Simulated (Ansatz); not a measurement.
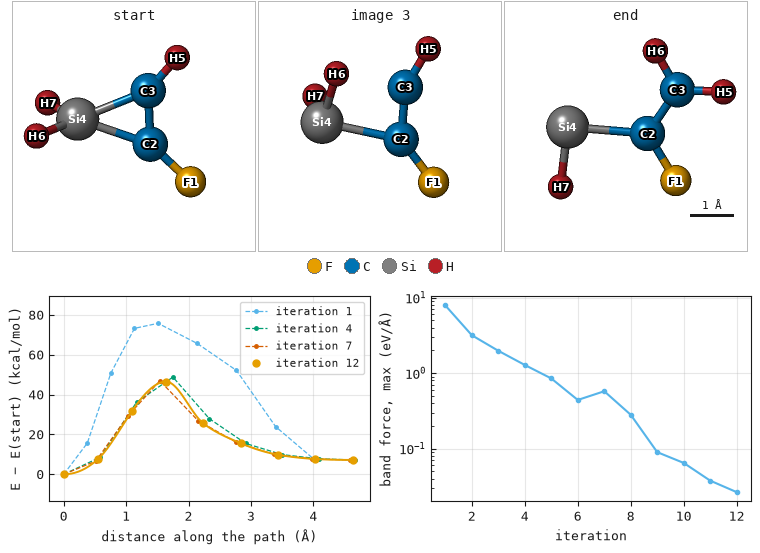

A nudged-elastic-band calculation for C2H3FSi. Images are numbered from 0 (start) to 8 (end). The plot follows the band through its iterations. Style: ball-and-stick. Shown at a tilt.

Computed with RKS PBE0-D4/def2-SVP in Ansatz 0.2.0. Settings: 7 movable images; climbing image; force threshold 0.03 eV/Å; iteration limit 60; starting path through a guess of the saddle point.

**How did the profile develop, and is the result final?**

The result is final at these settings. The band converged in 12 iterations. The largest component of the band force went from 7.9 to 0.026 eV/Å. The climbing image converged on the top of the path. Its vibrational analysis gives one imaginary mode (978i cm⁻¹), as a transition state must have. The first iteration put the highest image at 75.8 kcal/mol. The energy climbs by 46.5 kcal/mol to image 3 and then falls by 39.3 kcal/mol, so the end point sits at +7.2 kcal/mol.
